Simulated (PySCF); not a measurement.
# Geometry relaxation, with input and output: C$_{2}$H$_{8}$FGeO$_{2}$ (charge −1)

C$_{2}$H$_{8}$FGeO$_{2}$, charge −1, SMILES C[O][GeH2-]([F])[O]C, computed with PBE0-D3(BJ)/ma-def2-SVP geometry optimisation, gas phase (PySCF 2.14.0).

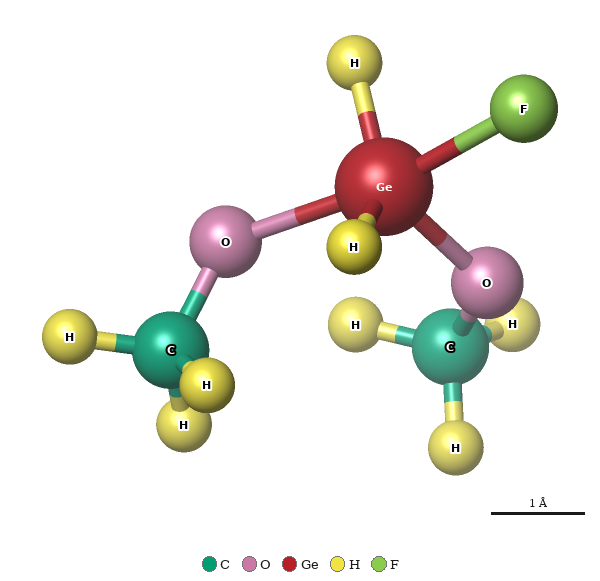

Figure 1. The starting structure (ball-and-stick view, seen at a tilt). Sticks mark near contacts.

Key numbers:

```tsv
quantity	value
outcome	converged
total energy	−2407.302132 hartree
point group	C1
hardware	1 CPU thread, shared host
wall time	3.2 min
peak memory	0.75 GiB
```

Input:
```
{"job": {"xc": "PBE0", "basis": "ma-def2-SVP", "d3": "d3bj", "grid": 1, "kind": "geom"}, "charge": -1, "multiplicity": 1}
C     -1.545999    -0.439732    -1.040571
O     -1.349825     0.893113    -0.710595
Ge    -0.341460     1.434288     0.688551
O      0.553255    -0.272998     1.085873
C      1.619438    -0.713498     0.355274
H     -1.119647    -1.117544    -0.297465
H     -2.622536    -0.646917    -1.118164
H     -1.086040    -0.664194    -2.014318
H     -0.992170     1.273247     2.036523
H      0.958582     2.066635     0.212819
H      2.092932     0.099207    -0.227256
H      2.393570    -1.133083     1.021232
H      1.335972    -1.502127    -0.365224
F     -1.134031     3.193320     0.601689
```

The first line tells a small driver script what to run in PySCF; the rest is the geometry in Å.

Command:
```bash
OMP_NUM_THREADS=1 python <driver script> task.json out
```

What the program printed:
```
step   0  E = -2407.29806819  max force = 0.012495
step   1  E = -2407.30061755  max force = 0.008972
step   2  E = -2407.30118014  max force = 0.005489
step   3  E = -2407.30134599  max force = 0.003981
step   4  E = -2407.30157633  max force = 0.001782
step   5  E = -2407.30162651  max force = 0.000858
step   6  E = -2407.30167860  max force = 0.000854
step   7  E = -2407.30150790  max force = 0.001735
step   8  E = -2407.30179634  max force = 0.001045
step   9  E = -2407.30181562  max force = 0.001274
step  10  E = -2407.30190706  max force = 0.000481
step  11  E = -2407.30202132  max force = 0.000454
step  12  E = -2407.30210814  max force = 0.000670
step  13  E = -2407.30212780  max force = 0.000296
step  14  E = -2407.30213204  max force = 0.000209
optimisation converged
```

Trajectory as extended XYZ (Å, eV, eV/Å), 15 frames, from step=0 to step=14:
```
14
Properties=species:S:1:pos:R:3:forces:R:3 step=0 energy=-65505.91700
C    -1.5460   -0.4397   -1.0406    0.0393   0.5211   0.0838
O    -1.3498    0.8931   -0.7106   -0.0904  -0.1162  -0.2057
Ge   -0.3415    1.4343    0.6885   -0.2516   0.3439  -0.0212
O     0.5533   -0.2730    1.0859   -0.4439   0.3488   0.0061
C     1.6194   -0.7135    0.3553   -0.2818   0.1676   0.2062
H    -1.1197   -1.1175   -0.2975    0.1785  -0.3516   0.2721
H    -2.6225   -0.6469   -1.1182   -0.3191  -0.1399  -0.0795
H    -1.0860   -0.6642   -2.0143    0.0940  -0.1770  -0.3047
H    -0.9922    1.2732    2.0365   -0.2641  -0.0743   0.6425
H     0.9586    2.0666    0.2128    0.5394   0.0935  -0.0936
H     2.0929    0.0992   -0.2273    0.2535   0.1828  -0.2189
H     2.3936   -1.1331    1.0212    0.2998  -0.1692   0.0387
H     1.3360   -1.5021   -0.3652    0.0415  -0.2694  -0.2809
F    -1.1340    3.1933    0.6017    0.2050  -0.3601  -0.0449
14
Properties=species:S:1:pos:R:3:forces:R:3 step=1 energy=-65505.98637
C    -1.5174   -0.4755   -1.0032   -0.0323  -0.1314  -0.0315
O    -1.3259    0.8593   -0.7075    0.1028   0.1261   0.1969
Ge   -0.3379    1.4667    0.7250    0.1877  -0.3769  -0.1895
O     0.4790   -0.2616    1.0715    0.0244  -0.0005   0.1107
C     1.5436   -0.6654    0.3152    0.1368  -0.0360  -0.0553
H    -1.0987   -1.1559   -0.2360   -0.0238   0.0384  -0.0310
H    -2.6025   -0.7003   -1.0977    0.0217  -0.0021  -0.0104
H    -1.0479   -0.7455   -1.9761   -0.0230   0.0013   0.0256
H    -1.0124    1.3650    2.1308    0.1044   0.0181  -0.1911
H     1.0851    2.0225    0.3232   -0.2287  -0.0841   0.1228
H     2.0437    0.1804   -0.2238   -0.0302  -0.0574   0.0543
H     2.3331   -1.1444    0.9403   -0.0290   0.0066  -0.0280
H     1.2714   -1.4122   -0.4711   -0.0112   0.0365   0.0124
F    -1.0497    3.1412    0.4430   -0.1995   0.4614   0.0139
14
Properties=species:S:1:pos:R:3:forces:R:3 step=2 energy=-65506.00168
C    -1.5521   -0.4890   -0.9829    0.0013  -0.0941  -0.0187
O    -1.3458    0.8492   -0.6978    0.0541   0.0913   0.0711
Ge   -0.3417    1.4437    0.7153   -0.0834   0.2823   0.0753
O     0.5363   -0.2493    1.0548    0.0607  -0.1307  -0.0113
C     1.5931   -0.6476    0.2796    0.0332  -0.0250  -0.0329
H    -1.1327   -1.1682   -0.2141   -0.0183   0.0522  -0.0351
H    -2.6395   -0.7060   -1.0705    0.0451   0.0240   0.0141
H    -1.0919   -0.7706   -1.9574   -0.0196   0.0205   0.0544
H    -0.9994    1.3003    2.1172    0.0433   0.0085  -0.1247
H     1.0431    2.0457    0.3066   -0.1061  -0.0058  -0.0004
H     2.1061    0.2046   -0.2339   -0.0283  -0.0189   0.0367
H     2.3755   -1.1606    0.8858   -0.0454   0.0195  -0.0172
H     1.3052   -1.3645   -0.5292   -0.0046   0.0457   0.0278
F    -1.0948    3.1816    0.5545    0.0681  -0.2692  -0.0390
14
Properties=species:S:1:pos:R:3:forces:R:3 step=3 energy=-65506.00619
C    -1.5227   -0.5452   -0.9585    0.0163   0.0655   0.0150
O    -1.3408    0.8025   -0.6934   -0.0911  -0.1777  -0.2047
Ge   -0.3769    1.4591    0.6990   -0.0609  -0.0073   0.1103
O     0.5670   -0.2152    1.0662   -0.0174   0.0457  -0.0158
C     1.6217   -0.6003    0.2818   -0.0744   0.0114   0.0315
H    -1.0936   -1.2006   -0.1784    0.0167  -0.0074   0.0169
H    -2.6048   -0.7781   -1.0433   -0.0109  -0.0045   0.0051
H    -1.0568   -0.8307   -1.9263    0.0053  -0.0081  -0.0022
H    -1.0070    1.3233    2.0991   -0.0243  -0.0187   0.0909
H     0.9667    2.1200    0.3055    0.1159   0.0575  -0.0424
H     2.1423    0.2602   -0.2038    0.0261   0.0343  -0.0119
H     2.3937   -1.1378    0.8767    0.0109  -0.0063  -0.0033
H     1.3286   -1.2892   -0.5471    0.0053   0.0017  -0.0177
F    -1.2549    3.1080    0.4553    0.0824   0.0139   0.0282
14
Properties=species:S:1:pos:R:3:forces:R:3 step=4 energy=-65506.01246
C    -1.5270   -0.5519   -0.9528   -0.0067   0.0264  -0.0165
O    -1.3354    0.7984   -0.7147    0.0233   0.0126   0.0249
Ge   -0.3750    1.4579    0.6959    0.0228  -0.0916  -0.0388
O     0.5582   -0.2173    1.0691   -0.0324   0.0310   0.0003
C     1.6129   -0.5923    0.2812   -0.0093   0.0039   0.0059
H    -1.0967   -1.1961   -0.1642    0.0146  -0.0059   0.0178
H    -2.6108   -0.7814   -1.0279   -0.0135  -0.0094   0.0044
H    -1.0676   -0.8566   -1.9180    0.0011  -0.0130  -0.0048
H    -1.0256    1.3185    2.0901   -0.0181  -0.0097   0.0365
H     0.9847    2.0974    0.2934    0.0371   0.0136  -0.0026
H     2.1390    0.2768   -0.1853    0.0091   0.0088   0.0003
H     2.3807   -1.1447    0.8674    0.0083  -0.0081   0.0005
H     1.3203   -1.2623   -0.5630   -0.0002  -0.0029  -0.0172
F    -1.1955    3.1278    0.4612   -0.0361   0.0443  -0.0110
14
Properties=species:S:1:pos:R:3:forces:R:3 step=5 energy=-65506.01383
C    -1.5162   -0.5875   -0.9371   -0.0029  -0.0123  -0.0126
O    -1.3250    0.7668   -0.7269    0.0182   0.0133   0.0152
Ge   -0.3895    1.4548    0.6872   -0.0269   0.0412  -0.0275
O     0.5686   -0.1930    1.0690    0.0291  -0.0441   0.0133
C     1.6245   -0.5551    0.2759    0.0141  -0.0058  -0.0106
H    -1.0766   -1.2166   -0.1400    0.0032   0.0108  -0.0029
H    -2.6004   -0.8230   -0.9980   -0.0002  -0.0024   0.0073
H    -1.0647   -0.9102   -1.9007   -0.0063  -0.0024   0.0083
H    -1.0443    1.3133    2.0840    0.0046   0.0064  -0.0257
H     0.9628    2.1244    0.2911   -0.0350   0.0036   0.0137
H     2.1575    0.3226   -0.1674   -0.0041  -0.0035   0.0086
H     2.3868   -1.1261    0.8518   -0.0062   0.0030  -0.0001
H     1.3329   -1.2027   -0.5865   -0.0024   0.0078   0.0031
F    -1.2544    3.1056    0.4299    0.0149  -0.0157   0.0099
14
Properties=species:S:1:pos:R:3:forces:R:3 step=6 energy=-65506.01524
C    -1.5044   -0.6418   -0.9131    0.0020  -0.0246  -0.0056
O    -1.3106    0.7189   -0.7505    0.0122   0.0015  -0.0039
Ge   -0.4192    1.4513    0.6682   -0.0098   0.0439   0.0236
O     0.5944   -0.1604    1.0707    0.0146  -0.0288   0.0009
C     1.6533   -0.4974    0.2700    0.0073  -0.0068  -0.0135
H    -1.0435   -1.2442   -0.1070    0.0019   0.0140  -0.0115
H    -2.5889   -0.8840   -0.9415    0.0052   0.0033   0.0099
H    -1.0739   -0.9927   -1.8764   -0.0092   0.0060   0.0126
H    -1.0808    1.2963    2.0617    0.0104   0.0023  -0.0431
H     0.9117    2.1685    0.2835   -0.0409  -0.0023   0.0092
H     2.1926    0.3941   -0.1369   -0.0058  -0.0059   0.0050
H     2.4087   -1.0933    0.8294   -0.0066   0.0089  -0.0005
H     1.3648   -1.1107   -0.6185    0.0005   0.0091   0.0128
F    -1.3415    3.0689    0.3931    0.0181  -0.0207   0.0041
14
Properties=species:S:1:pos:R:3:forces:R:3 step=7 energy=-65506.01060
C    -1.3951   -0.9432   -0.7906    0.0357   0.0542   0.0246
O    -1.1626    0.4195   -0.8692   -0.0259  -0.0582  -0.0800
Ge   -0.5902    1.4028    0.5601    0.0039   0.0173   0.0714
O     0.7212    0.0703    1.1065   -0.0892  -0.0491  -0.0873
C     1.7870   -0.1390    0.2688   -0.0017  -0.0116  -0.0093
H    -0.8167   -1.4311    0.0179    0.0200  -0.0101   0.0134
H    -2.4714   -1.1720   -0.6211    0.0224   0.0138   0.0212
H    -1.1119   -1.4321   -1.7465   -0.0055   0.0170   0.0226
H    -1.2854    1.1719    1.9261   -0.0116  -0.0007  -0.0409
H     0.5576    2.3904    0.2098   -0.0043   0.0035  -0.0207
H     2.3264    0.8052    0.0082    0.0135  -0.0099  -0.0075
H     2.5336   -0.8140    0.7401    0.0316   0.0184   0.0132
H     1.5097   -0.6062   -0.7076   -0.0123   0.0059   0.0557
F    -1.8385    2.7528    0.1338    0.0234   0.0095   0.0236
14
Properties=species:S:1:pos:R:3:forces:R:3 step=8 energy=-65506.01845
C    -1.4567   -0.7828   -0.8572    0.0018  -0.0209   0.0115
O    -1.2350    0.5837   -0.8379    0.0016  -0.0133  -0.0537
Ge   -0.5022    1.4364    0.6016    0.0030   0.0139   0.0519
O     0.6393   -0.0709    1.0810    0.0073   0.0300  -0.0158
C     1.7209   -0.3406    0.2833   -0.0209   0.0129   0.0057
H    -0.9165   -1.3165   -0.0517    0.0039   0.0027  -0.0093
H    -2.5382   -1.0204   -0.7534   -0.0033   0.0046   0.0066
H    -1.1252   -1.2152   -1.8248   -0.0092   0.0115  -0.0044
H    -1.2071    1.2426    1.9665   -0.0053  -0.0039  -0.0131
H     0.7597    2.2781    0.2560    0.0051  -0.0141   0.0022
H     2.2633    0.5821   -0.0408   -0.0031  -0.0056  -0.0091
H     2.4651   -0.9726    0.8160   -0.0020   0.0044   0.0068
H     1.4581   -0.8838   -0.6563    0.0071  -0.0118   0.0021
F    -1.5626    2.9551    0.2532    0.0141  -0.0103   0.0187
14
Properties=species:S:1:pos:R:3:forces:R:3 step=9 energy=-65506.01897
C    -1.5112   -0.6474   -0.9139    0.0221  -0.0056  -0.0045
O    -1.2444    0.7082   -0.8106   -0.0010   0.0087   0.0139
Ge   -0.4335    1.4306    0.6614    0.0137   0.0053   0.0409
O     0.6092   -0.1663    1.0572    0.0192  -0.0061   0.0134
C     1.6848   -0.4695    0.2652   -0.0035  -0.0096   0.0082
H    -0.9903   -1.2449   -0.1414   -0.0023  -0.0033  -0.0106
H    -2.5999   -0.8553   -0.8255   -0.0074   0.0120   0.0074
H    -1.1904   -1.0308   -1.9057   -0.0154   0.0092   0.0045
H    -1.1424    1.2131    2.0209    0.0059  -0.0240  -0.0091
H     0.8824    2.1894    0.3221    0.0009  -0.0033   0.0073
H     2.2160    0.4376   -0.1156   -0.0062   0.0083  -0.0021
H     2.4418   -1.0642    0.8239   -0.0089   0.0036  -0.0045
H     1.4174   -1.0685   -0.6390    0.0024   0.0017   0.0006
F    -1.3772    3.0430    0.4354   -0.0197   0.0032  -0.0655
14
Properties=species:S:1:pos:R:3:forces:R:3 step=10 energy=-65506.02146
C    -1.4970   -0.6852   -0.9099    0.0247   0.0041  -0.0079
O    -1.2072    0.6681   -0.8486    0.0058  -0.0141   0.0012
Ge   -0.4512    1.4337    0.6302    0.0160   0.0180   0.0163
O     0.6112   -0.1376    1.0827   -0.0135   0.0172  -0.0098
C     1.6960   -0.4361    0.3015    0.0038  -0.0059  -0.0059
H    -0.9552   -1.2733   -0.1445   -0.0010  -0.0040  -0.0033
H    -2.5842   -0.8784   -0.7765   -0.0017   0.0094   0.0088
H    -1.2185   -1.0910   -1.9051   -0.0147   0.0060   0.0049
H    -1.1887    1.2286    1.9766   -0.0030  -0.0020  -0.0196
H     0.8588    2.2113    0.3117   -0.0032  -0.0081   0.0114
H     2.2296    0.4742   -0.0688   -0.0030   0.0000  -0.0031
H     2.4470   -1.0325    0.8656   -0.0031   0.0007   0.0015
H     1.4399   -1.0298   -0.6094    0.0041  -0.0008   0.0040
F    -1.4177    3.0228    0.3296   -0.0113  -0.0206   0.0016
14
Properties=species:S:1:pos:R:3:forces:R:3 step=11 energy=-65506.02457
C    -1.4817   -0.7157   -0.9121   -0.0013   0.0044   0.0119
O    -1.1532    0.6292   -0.8893    0.0179  -0.0083  -0.0199
Ge   -0.4734    1.4250    0.6104   -0.0064  -0.0095   0.0096
O     0.6197   -0.1155    1.0940   -0.0012   0.0200  -0.0190
C     1.7185   -0.3949    0.3245   -0.0168   0.0025  -0.0037
H    -0.9070   -1.3087   -0.1746    0.0028  -0.0060  -0.0025
H    -2.5626   -0.8828   -0.7055    0.0098   0.0047   0.0052
H    -1.2788   -1.1363   -1.9184   -0.0085   0.0022  -0.0012
H    -1.2428    1.1982    1.9346   -0.0075   0.0010  -0.0109
H     0.8181    2.2457    0.3321   -0.0027  -0.0079   0.0020
H     2.2472    0.5247   -0.0294    0.0014  -0.0010  -0.0032
H     2.4674   -0.9896    0.8927    0.0005   0.0006   0.0052
H     1.4805   -0.9809   -0.5961    0.0049  -0.0023   0.0033
F    -1.4890    2.9767    0.2730    0.0071  -0.0006   0.0234
14
Properties=species:S:1:pos:R:3:forces:R:3 step=12 energy=-65506.02693
C    -1.4878   -0.6993   -0.9362   -0.0128   0.0180   0.0228
O    -1.0753    0.6222   -0.9337   -0.0081  -0.0145  -0.0344
Ge   -0.4719    1.4083    0.6024    0.0069  -0.0083   0.0072
O     0.6182   -0.1270    1.1048   -0.0058   0.0153  -0.0150
C     1.7336   -0.3937    0.3552   -0.0146   0.0042  -0.0054
H    -0.8821   -1.3377   -0.2637    0.0065  -0.0116  -0.0022
H    -2.5518   -0.8105   -0.6258    0.0202   0.0059  -0.0014
H    -1.4092   -1.1083   -1.9631    0.0002  -0.0099  -0.0064
H    -1.2946    1.1492    1.8873   -0.0116   0.0056  -0.0018
H     0.8190    2.2449    0.3817    0.0032  -0.0002  -0.0046
H     2.2531    0.5323    0.0036    0.0051  -0.0048   0.0007
H     2.4825   -0.9727    0.9393    0.0058  -0.0015   0.0047
H     1.5196   -0.9886   -0.5655    0.0026   0.0000   0.0020
F    -1.4906    2.9568    0.2506    0.0024   0.0018   0.0337
14
Properties=species:S:1:pos:R:3:forces:R:3 step=13 energy=-65506.02747
C    -1.4962   -0.6874   -0.9437   -0.0152  -0.0010   0.0143
O    -1.0552    0.6245   -0.9471    0.0062   0.0118  -0.0043
Ge   -0.4712    1.3956    0.6060   -0.0080  -0.0109  -0.0087
O     0.6251   -0.1357    1.0978   -0.0013  -0.0050  -0.0016
C     1.7471   -0.3909    0.3545   -0.0046   0.0053   0.0011
H    -0.8720   -1.3487   -0.3108    0.0056  -0.0024  -0.0037
H    -2.5444   -0.7808   -0.5801    0.0054  -0.0045  -0.0010
H    -1.4791   -1.0839   -1.9784    0.0023  -0.0046  -0.0046
H    -1.3112    1.1056    1.8728   -0.0033   0.0034   0.0075
H     0.8153    2.2430    0.4034    0.0004   0.0058  -0.0077
H     2.2618    0.5401    0.0090    0.0026  -0.0017   0.0010
H     2.4972   -0.9654    0.9422    0.0018   0.0003  -0.0003
H     1.5441   -0.9848   -0.5690   -0.0007  -0.0006  -0.0011
F    -1.4986    2.9450    0.2807    0.0086   0.0040   0.0091
14
Properties=species:S:1:pos:R:3:forces:R:3 step=14 energy=-65506.02758
C    -1.5013   -0.6791   -0.9424    0.0025  -0.0042   0.0058
O    -1.0690    0.6362   -0.9390    0.0013  -0.0020  -0.0107
Ge   -0.4662    1.3958    0.6121   -0.0023   0.0038   0.0043
O     0.6229   -0.1446    1.0906   -0.0003  -0.0021   0.0036
C     1.7434   -0.4003    0.3453    0.0026   0.0017   0.0022
H    -0.8730   -1.3387   -0.3117   -0.0005   0.0018  -0.0030
H    -2.5490   -0.7808   -0.5806   -0.0041  -0.0034   0.0026
H    -1.4797   -1.0720   -1.9785   -0.0011   0.0045  -0.0013
H    -1.3011    1.1073    1.8832    0.0033  -0.0002   0.0039
H     0.8253    2.2343    0.4012   -0.0009   0.0000  -0.0026
H     2.2595    0.5302    0.0008   -0.0007  -0.0002   0.0009
H     2.4935   -0.9769    0.9310    0.0000   0.0001  -0.0011
H     1.5381   -0.9925   -0.5788   -0.0013   0.0001  -0.0009
F    -1.4807    2.9569    0.3041    0.0015   0.0001  -0.0037
```

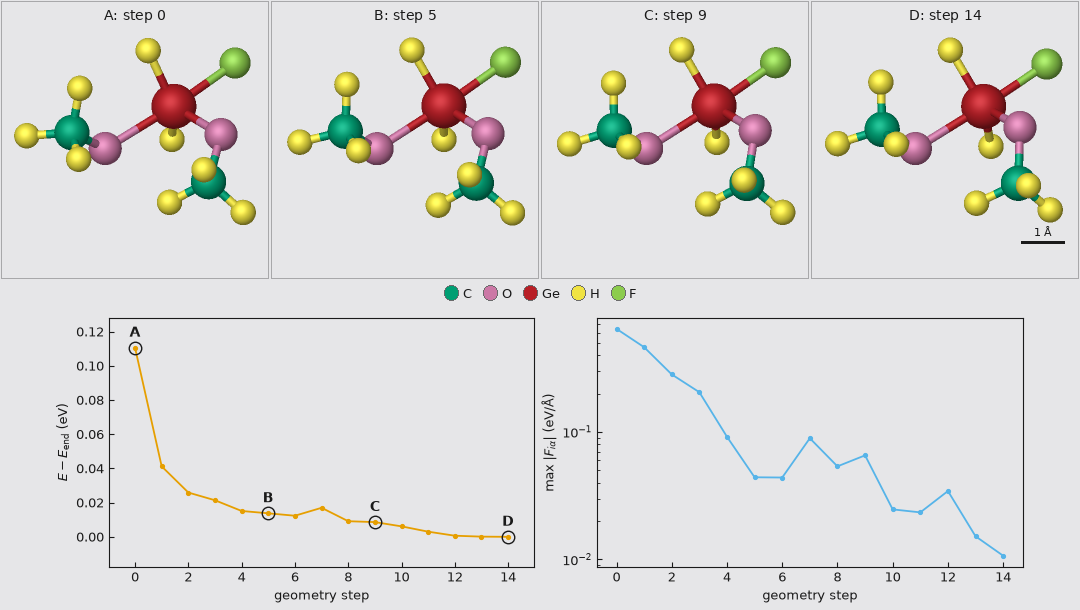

Figure 2. Frames of the relaxation (ball-and-stick view, seen at a tilt) above the curves, on which the letters mark them (steps are counted from 0).

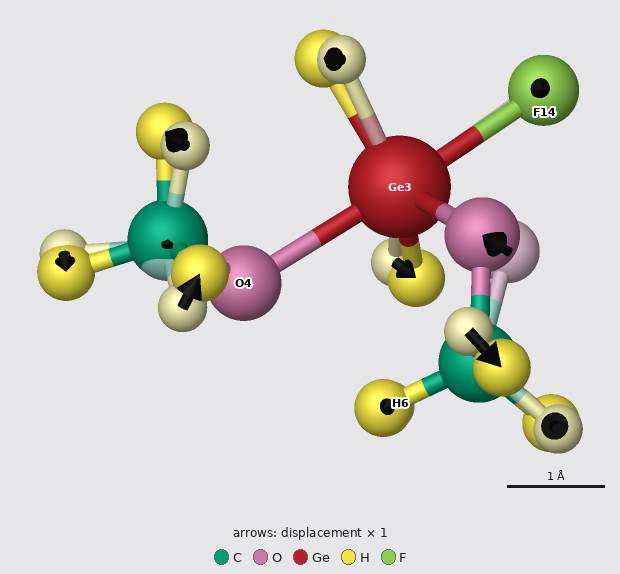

Figure 3. Start (faint) and end (solid) with the displacements as black arrows, at true length (ball-and-stick view, seen at a tilt). The two geometries are laid on each other by the best rigid fit. The largest move after the best rigid fit is that of H8, 0.51 Å. Largest moves by element: H 0.51 Å, O 0.45 Å, F 0.25 Å, C 0.08 Å, Ge 0.05 Å. Among the contacts that change: Ge3–F14 1.931 → 1.887 Å, Ge3–H9 1.505 → 1.548 Å, Ge3–H10 1.522 → 1.554 Å, Ge3–O4 1.968 → 1.946 Å. Among the angles that change: O2–Ge3–O4 98.6° → 93.7°, O4–Ge3–F14 170.3° → 174.7°, Ge3–O4–C5 121.8° → 118.1°. Over 14 geometry steps the energy falls by 0.111 eV. Largest force component: 0.64 eV/Å at the start, 0.011 eV/Å at the end. (Atoms are counted from 1 in the order of the input.)
